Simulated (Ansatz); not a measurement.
# Calculations on AlPNH7

### Relaxation

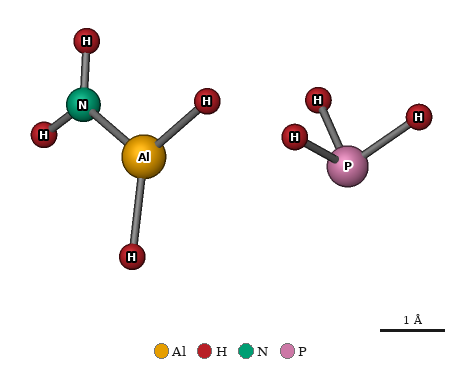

This is the input geometry for a relaxation of AlPNH$_{7}$. Style: ball-and-stick. Shown from a free direction.

The run prepares an end point of a later path (reaction) calculation, from a guessed geometry.

Computed with RKS BLYP/6-31G* (Ansatz).

Input
```yaml
crystal:
  periodic: [false, false, false]
  atoms:
    - { symbol: Al, position_ang: [-0.065786, -0.267411, -0.137746] }
    - { symbol: H, position_ang: [-0.160365, -0.404707, 1.423424] }
    - { symbol: H, position_ang: [1.299431, -0.059091, -0.927122] }
    - { symbol: "N", position_ang: [-1.591586, -0.297564, -1.076673] }
    - { symbol: H, position_ang: [-2.519007, -0.41192, -0.668558] }
    - { symbol: H, position_ang: [-1.661076, -0.141898, -2.083512] }
    - { symbol: P, position_ang: [-0.126078, 2.882927, 1.34679] }
    - { symbol: H, position_ang: [-1.537112, 2.858107, 1.066242] }
    - { symbol: H, position_ang: [-0.327247, 3.11841, 2.750103] }
    - { symbol: H, position_ang: [-0.074274, 1.463547, 1.535051] }
basis:
  gaussian: { orbitals: "6-31G*" }
hamiltonian:
  xc: blyp
relax:
  f_tol: 0.03
  max_steps: 50
```

Run as
```bash
ansatz run input.yaml --threads 2 --pin off --max-ram 3072MiB --backend cpu --events-out ev --progress --plain --runs-dir out
```

### Where does the relaxation end?

After 36 accepted moves (41 points after the start) the energy has fallen by 22.7 kJ/mol. The largest force component goes from 0.51 to 0.016 eV/Å. The line search rejected the trial steps at points 14, 17, 18, 21, 27 of the run. The forces were under the threshold at step 19, but the run went on from there. The atom that moves furthest after the best rigid fit is H10 (1.72 Å). By element the largest moves are H 1.72 Å, P 0.77 Å, Al 0.28 Å, N 0.22 Å. Some distances before and after: Al1–P7 3.483 → 4.326 Å, Al1–H2 1.570 → 1.594 Å, P7–H10 1.433 → 1.437 Å. Cost: 49 s on 2 threads of Arm Neoverse V1, with other jobs on the host, peak memory 0.11 GiB.

History of the run:

| step | E − E(0), kJ/mol | largest force component, eV/Å | note |
| --- | --- | --- | --- |
| 0 | 0.00 | 0.5137 |  |
| 1 | -11.01 | 0.2105 |  |
| 2 | -15.07 | 0.1120 |  |
| 3 | -18.11 | 0.1767 |  |
| 4 | -19.46 | 0.2789 |  |
| 5 | -20.11 | 0.1451 |  |
| 6 | -20.14 | 0.1094 |  |
| 7 | -20.49 | 0.0551 |  |
| 8 | -20.69 | 0.0439 |  |
| 9 | -20.82 | 0.0893 |  |
| 10 | -20.88 | 0.0996 |  |
| 12 | -20.99 | 0.1073 |  |
| 13 | -21.04 | 0.1095 |  |
| 15 | -21.12 | 0.0726 |  |
| 17 | -21.03 | 0.2776 | rejected |
| 18 | -20.97 | 0.2094 | rejected |
| 20 | -21.27 | 0.0466 |  |
| 21 | -21.25 | 0.1768 | rejected |
| 23 | -21.37 | 0.0314 |  |
| 25 | -21.47 | 0.1020 |  |
| 26 | -21.49 | 0.1243 |  |
| 28 | -21.78 | 0.0811 |  |
| 30 | -22.02 | 0.1923 |  |
| 31 | -22.12 | 0.1639 |  |
| 33 | -22.55 | 0.1142 |  |
| 34 | -22.57 | 0.1136 |  |
| 36 | -22.67 | 0.0307 |  |
| 38 | -22.71 | 0.0684 |  |
| 39 | -22.73 | 0.0318 |  |
| 41 | -22.75 | 0.0163 |  |

The structure at the end:

```xyz
10

Al   -0.2591   -0.4489   -0.0392
H    -0.4621   -0.9775    1.4510
H     1.1148    0.0887   -0.6441
N    -1.6823   -0.4865   -1.1304
H    -2.6124   -0.8147   -0.8655
H    -1.6797   -0.1841   -2.1057
P    -0.2734    3.4317    1.8728
H    -1.2941    3.0133    0.9503
H    -0.3987    2.2406    2.6674
H     0.7838    2.8780    1.0715
```

After the run, drawn alike:

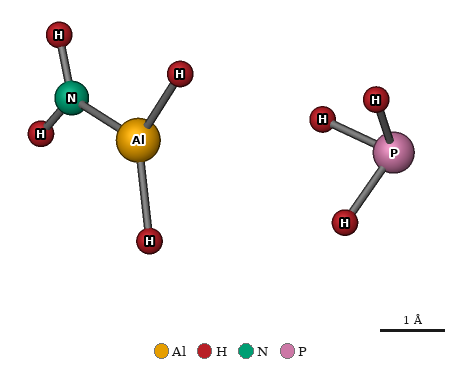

### Relaxation

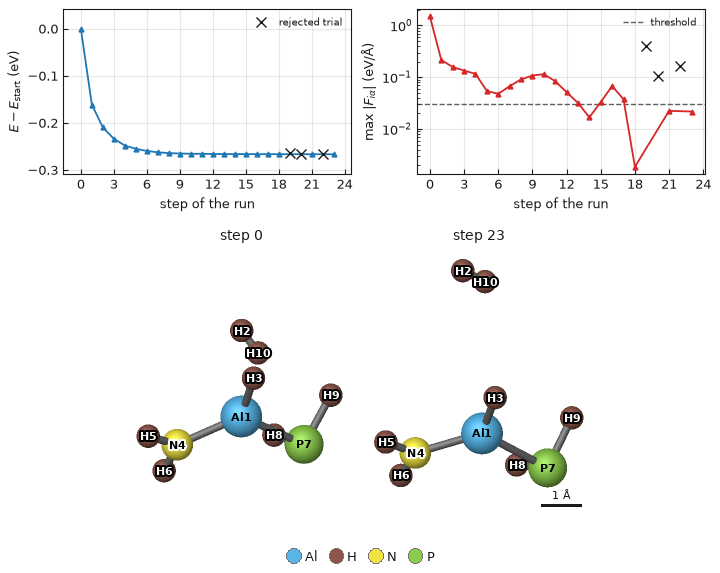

First and last geometry of a relaxation of AlPNH₇, with the history of the run. The picture is a ball-and-stick view, seen from a free direction.

The run prepares an end point of a later path (reaction) calculation, from a guessed geometry.

All numbers below come from RKS BLYP/6-31G* (Ansatz).

Input
```yaml
crystal:
  periodic: [false, false, false]
  atoms:
    - { symbol: Al, position_ang: [-0.191933, 0.658119, -0.319547] }
    - { symbol: H, position_ang: [-0.397797, 0.077687, 2.375] }
    - { symbol: H, position_ang: [1.144871, -0.20986, -0.351769] }
    - { symbol: "N", position_ang: [-1.639746, -0.028202, -1.128274] }
    - { symbol: H, position_ang: [-1.659114, -0.951225, -1.565144] }
    - { symbol: H, position_ang: [-2.55252, 0.420251, -1.216835] }
    - { symbol: P, position_ang: [-0.269951, 2.814776, 0.481144] }
    - { symbol: H, position_ang: [-1.45234, 2.639535, 1.278845] }
    - { symbol: H, position_ang: [0.62954, 2.582938, 1.57453] }
    - { symbol: H, position_ang: [-0.374111, 0.736381, 2.10005] }
basis:
  gaussian: { orbitals: "6-31G*" }
hamiltonian:
  xc: blyp
relax:
  f_tol: 0.03
  max_steps: 50
output:
  orbitals: {}
```

Launched with:
```bash
ansatz run input.yaml --threads 2 --pin off --max-ram 3072MiB --backend cpu --events-out ev --progress --plain --runs-dir out
```

Read the history and describe the run.

It converged. After 20 accepted moves (23 points after the start) the energy has fallen by 0.266 eV. The largest force component goes from 1.5 to 0.022 eV/Å. The line search rejected the trial steps at points 19, 20, 22 of the run. The forces were under the threshold at step 14, but the run went on from there. H10 moves most after the best rigid fit: 2.02 Å. By element the largest moves are H 2.02 Å, P 0.69 Å, Al 0.49 Å, N 0.23 Å. Among the contacts that change: Al1–P7 2.302 → 2.368 Å, H2–H10 0.714 → 0.749 Å, P7–H9 1.435 → 1.439 Å. The run took 30 s on 2 threads of Arm Neoverse V1, with other jobs on the host, peak memory 0.11 GiB.

### Path

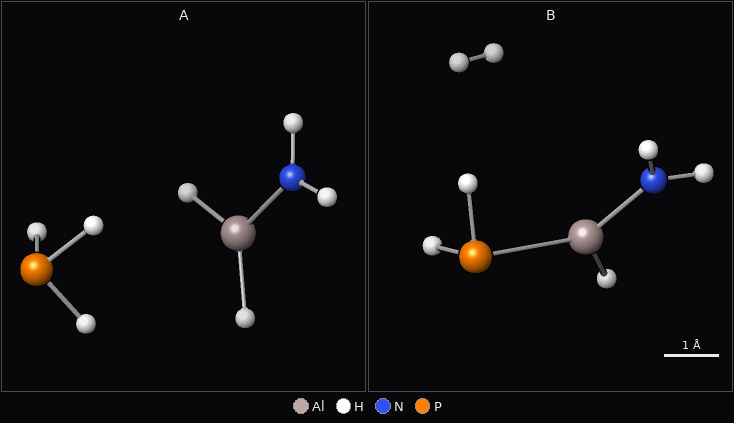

The two relaxed end points of a path for AlPNH₇, made up at the start of AlNH4 and PH3. Style: ball-and-stick. Shown from a free direction.

These are results of RKS BLYP/6-31G* (Ansatz 0.2.0), not measurements.

Run with 5 movable images; climbing image; force threshold 0.03 eV/Å; iteration limit 60.

Start:
```xyz
10

Al   -0.2363   -0.4410   -0.0412
H    -0.4524   -0.9813    1.4430
H     1.1383    0.1188   -0.6241
N    -1.6439   -0.4911   -1.1520
H    -2.5729   -0.8335   -0.9017
H    -1.6322   -0.1829   -2.1254
P    -0.3293    3.4275    1.8931
H    -1.3315    3.0009    0.9543
H    -0.4491    2.2300    2.6789
H     0.7462    2.8929    1.1032
```

End:
```xyz
10

Al   -0.3039    1.0601   -0.8001
H     0.3253   -1.0420    3.4976
H     1.1574    0.5080   -1.1269
N    -1.6924    0.0252   -1.2719
H    -1.5916   -0.8866   -1.7217
H    -2.6801    0.2367   -1.1246
P    -0.6822    3.2368    0.0520
H    -1.8123    2.8606    0.8599
H     0.2602    3.0771    1.1279
H     0.2565   -0.3354    3.7360
```

Question: What barrier does the band find between them, and by what path?

Answer: The highest point, image 3, lies 1.20 eV above the start and 1.40 eV above the end; the end is at −0.20 eV relative to the start. Breaking: Al1–H2 (1.59 → 1.74 at the top → 4.83 Å), P7–H10 (1.44 → 1.88 at the top → 5.22 Å). Forming: Al1–P7 (4.33 → 2.57 at the top → 2.37 Å), H2–H10 (4.07 → 1.09 at the top → 0.75 Å). The band is converged.

Energies of the converged images:

```csv
image,path (Å),E (eV)
0,0.00,0.000
1,1.65,0.014
2,3.30,0.068
3,4.96,1.196
4,6.60,0.117
5,8.25,-0.191
6,9.90,-0.203
```

The geometry at the top of the path:

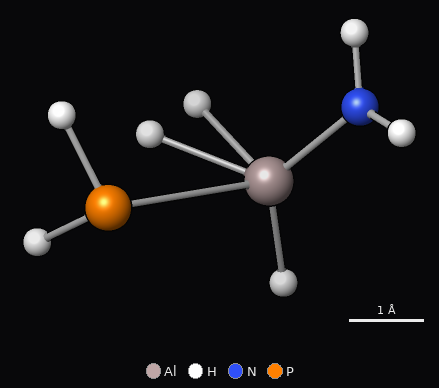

Limits of the set-up: the start holds two separate molecules, 3.3 Å apart at their closest, whose relative position is a soft coordinate and is computed without a dispersion correction.

The run took 2.3 min on 2 threads of Arm Neoverse V1, on a shared host, peak memory 0.094 GiB.
